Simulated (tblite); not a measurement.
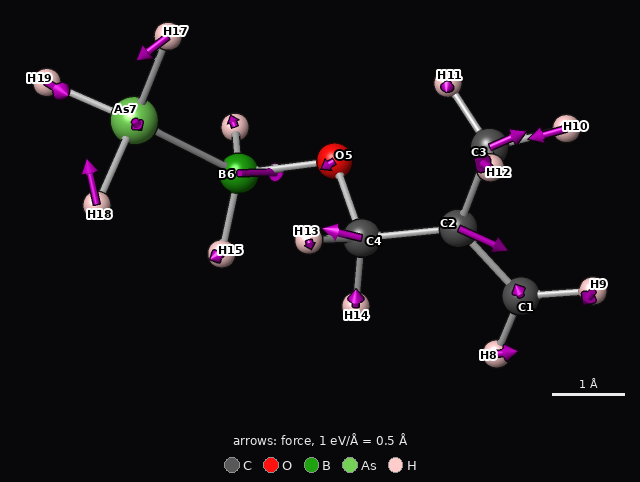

Starting geometry of C4H12AsBO with the computed forces as purple arrows. Style: ball-and-stick. Shown from a free direction.

Method: GFN2-xTB geometry optimisation, gas phase in tblite. 

> Is this structure relaxed? If not, where do the atoms go?

It isn't relaxed: the largest force vector, on the B atom, is 2.00 eV/Å. The final displacements follow the starting forces only in part (cosine between the two patterns 0.31). The energy falls by 48.4 kcal/mol in 203 geometry steps. The atom that moves furthest after the best rigid fit is an H atom (2.42 Å). By element the largest moves are H 2.42 Å, As 1.45 Å, B 1.06 Å, O 0.82 Å, C 0.77 Å. Among the contacts that change: As–B 2.044 → 3.776 Å, As–O 2.948 → 2.807 Å, B–O 1.461 → 1.322 Å, As–H 1.583 → 1.487 Å. Bonds break: As–B (2.04 → 3.78 Å). Among the angles between lasting bonds that change: H–As–H 110.6° → 89.2°, H–As–H 107.4° → 89.3°, H–As–H 106.5° → 90.2°. Groups turn about C–O by about 80°, C–C by about 35°.
